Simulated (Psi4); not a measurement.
# GaH3F− ([GaFH3]-) at CC2/6-31G(d,p) (Cartesian functions)

Aim: the energy change on altering one bond length of GaH3F− ([GaFH3]-) at CC2/6-31G** (Cartesian functions), from 2 runs. 

The results are computed with Psi4 1.11.

3 further runs of the same task are left out: 1 that didn't finish, 2 set aside as unsound or not needed.

### Step 1. Starting point

The species is GaH3F− (5 atoms), meant as a singlet with charge -1. As SMILES, `[H][Ga-]([H])([H])[F]`. The shape comes from GFN2-xTB, which is rough for such elements, and wasn't checked as a minimum.

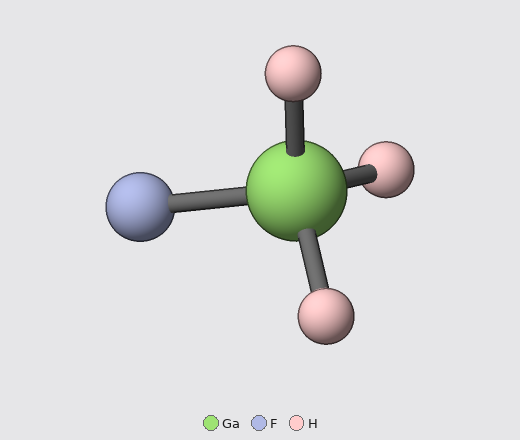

Viewed from a chosen angle; gallium green, fluorine light blue, hydrogen pink.

### Step 2. A single-point energy at CC2/6-31G(d,p) (Cartesian functions)

The input, fgah3.dat:

```
memory 1600 mb

molecule mol {
  -1 1
  Ga
  F 1 r2
  H 1 r3 2 a3
  H 1 r4 3 a4 2 d4
  H 1 r5 4 a5 3 d5

  r2 = 1.779703
  r3 = 1.554645
  a3 = 106.30864
  r4 = 1.553491
  a4 = 112.22719
  d4 = 116.10298
  r5 = 1.554627
  a5 = 112.37346
  d5 = -127.81889
}

set basis 6-31G**
set scf_type pk
set freeze_core true

e, wfn = energy('cc2', return_wfn=True)
print_variables()
```

Started as:

```bash
$ psi4 fgah3.dat fgah3.out -n 1
```

fgah3.out:

```text
[...]
  Running in c1 symmetry.
[...]
  Nuclear repulsion =  120.580471620509968
[...]
  Multiplicity = 1
[...]
  Nalpha       = 22
  Nbeta        = 22
[...]
    Number of basis functions: 65
[...]
   @RHF iter   1: -2022.47994517669531   -2.81855e+00   4.27316e-02 DIIS/ADIIS
[...]
   @RHF iter  11: -2024.18507607929632   -5.68434e-12   5.87549e-09 DIIS
[...]
    Orbital Energies [Eh]
    ---------------------
    Doubly Occupied:
       1A   -378.576883     2A    -47.951383     3A    -42.282091
       4A    -42.282087     5A    -42.281860     6A    -25.979285
       7A     -6.163327     8A     -4.255031     9A     -4.254947
      10A     -4.254938    11A     -1.256920    12A     -0.947104
      13A     -0.947082    14A     -0.943097    15A     -0.940744
      16A     -0.940727    17A     -0.423188    18A     -0.347706
      19A     -0.347691    20A     -0.304351    21A     -0.190191
      22A     -0.189927
[...]
  @RHF Final Energy: -2024.18507607929632
   => Energetics <=
    Nuclear Repulsion Energy =            120.5804716205099680
    One-Electron Energy =               -3077.4099685787468843
    Two-Electron Energy =                 932.6444208789408776
    Total Energy =                      -2024.1850760792963229
[...]
 Multipole Moments:
 ------------------------------------------------------------------------------------
     Multipole            Electronic (a.u.)      Nuclear  (a.u.)        Total (a.u.)
 ------------------------------------------------------------------------------------
 L = 1.  Multiply by 2.5417464519 to convert [e a0] to [Debye]
 Dipole X            :         -0.0000604           -0.0003593           -0.0004197
 Dipole Y            :         -0.0088160            0.0045514           -0.0042646
 Dipole Z            :          1.0495101           -1.2460082           -0.1964981
 Magnitude           :                                                    0.1965449
[...]
      * MP2 total energy                      = -2024.640380025376544
[...]
```

Run time: 5.1 s. Hardware: 1 thread of Intel Xeon Platinum 8375C at 2.90GHz (Ice Lake), shared host; peak memory 0.3 GiB.

### Step 3. The distorted shape at the same level

The input, fgah3.dat:

```
memory 1600 mb

molecule mol {
  -1 1
  Ga     0.147231     0.258782    -0.002270
  F      0.160951     0.238952     1.777270
  H      1.635901     0.269532    -0.450230
  H     -0.602819     1.552072    -0.424360
  H     -0.745820    -1.288010    -0.541120
}

set {
  basis       6-31G**
  reference   rhf
  scf_type    pk
  freeze_core true
}

energy('cc2')
```

Started as:

```bash
$ psi4 -n 1 fgah3.dat fgah3.out
```

fgah3.out:

```text
[...]
  Running in c1 symmetry.
[...]
  Nuclear repulsion =  118.633493362138225
[...]
  Multiplicity = 1
[...]
  Nalpha       = 22
  Nbeta        = 22
[...]
    Number of basis functions: 65
[...]
   @RHF iter   1: -2022.40642696172881   -2.91025e+00   4.28812e-02 DIIS/ADIIS
[...]
   @RHF iter  11: -2024.17983048488077   -9.77707e-12   8.89596e-09 DIIS
[...]
    Orbital Energies [Eh]
    ---------------------
    Doubly Occupied:
       1A   -378.596639     2A    -47.969614     3A    -42.300902
       4A    -42.300294     5A    -42.300148     6A    -25.991251
       7A     -6.181243     8A     -4.273171     9A     -4.273001
      10A     -4.272878    11A     -1.267915    12A     -0.964950
      13A     -0.963798    14A     -0.960342    15A     -0.959082
      16A     -0.958721    17A     -0.425324    18A     -0.358441
      19A     -0.356155    20A     -0.305441    21A     -0.200698
      22A     -0.172782
[...]
  @RHF Final Energy: -2024.17983048488077
   => Energetics <=
    Nuclear Repulsion Energy =            118.6334933621382248
    One-Electron Energy =               -3072.9210656571030995
    Two-Electron Energy =                 930.1077418100840077
    Total Energy =                      -2024.1798304848807675
[...]
 Multipole Moments:
 ------------------------------------------------------------------------------------
     Multipole            Electronic (a.u.)      Nuclear  (a.u.)        Total (a.u.)
 ------------------------------------------------------------------------------------
 L = 1.  Multiply by 2.5417464519 to convert [e a0] to [Debye]
 Dipole X            :          0.3608660           -0.1523193            0.2085468
 Dipole Y            :          0.6148117           -0.2408051            0.3740066
 Dipole Z            :          1.2546947           -1.3347812           -0.0800865
 Magnitude           :                                                    0.4356450
[...]
      * MP2 total energy                      = -2024.632469115594176
[...]
```

Run time: 5.1 s. Hardware: 1 thread of Intel Xeon Platinum 8375C at 2.90GHz (Ice Lake), shared host; peak memory 0.3 GiB.

### Step 4. What came out

Level: CC2/6-31G** (Cartesian functions), 10 core orbitals frozen.

```
                                                              quantity           value
                        first shape: ground-state or mean-field energy  -2024.64923 Eh
                      first shape: HOMO energy (Hartree–Fock orbitals)        -5.17 eV
                      first shape: LUMO energy (Hartree–Fock orbitals)         7.81 eV
    first shape: HOMO–LUMO gap (to an unbound level, set by the basis)        12.98 eV
             first shape: correlation energy (10 core orbitals frozen)      -464.2 mEh
                                            first shape: T1 diagnostic           0.015
                    distorted shape: ground-state or mean-field energy  -2024.64132 Eh
                  distorted shape: HOMO energy (Hartree–Fock orbitals)        -4.70 eV
                  distorted shape: LUMO energy (Hartree–Fock orbitals)         7.75 eV
distorted shape: HOMO–LUMO gap (to an unbound level, set by the basis)        12.45 eV
         distorted shape: correlation energy (10 core orbitals frozen)      -461.5 mEh
                                        distorted shape: T1 diagnostic           0.015
    energy change with the Ga1–H5 bond stretched from 1.555 to 1.866 Å        0.215 eV
```

In words: With the Ga1–H5 bond stretched from 1.555 to 1.866 Å the energy rises by 0.22 eV (5.0 kcal/mol). The first shape isn't relaxed at this level, so the change isn't measured from a minimum.
